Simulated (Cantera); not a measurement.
A closed system holds: 1 mol NiS, 180 mol H2, at 1.00 bar.

Equilibrium computed with Cantera from the NASA thermochemical tables; the gas is ideal and each condensed phase is pure. Candidate condensed phases: Ni, NiS, NiS2, Ni3S2, Ni3S4, S; 9 gas species. Metal and sulfide melt together well below either melting point, which pure phases cannot show. Mutual solubility and eutectic melting of coexisting phases are not modelled. Kinetics and transport are ignored.

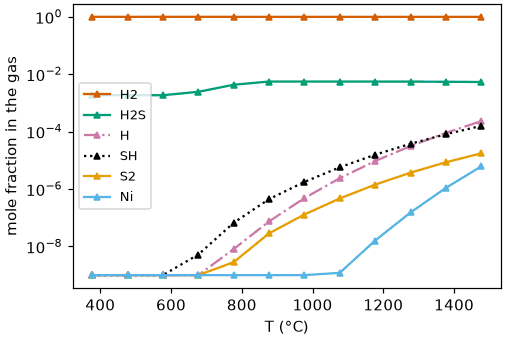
Equilibrium gas composition (values under 1e-9 drawn at 1e-9)

From 377 °C to 577 °C the condensed part is Ni3S2(s). From 677 °C to 777 °C the condensed part is Ni(s) + Ni3S2(s). From 877 °C to 1377 °C the condensed part is Ni(s). At 1477 °C the condensed part is Ni(l).
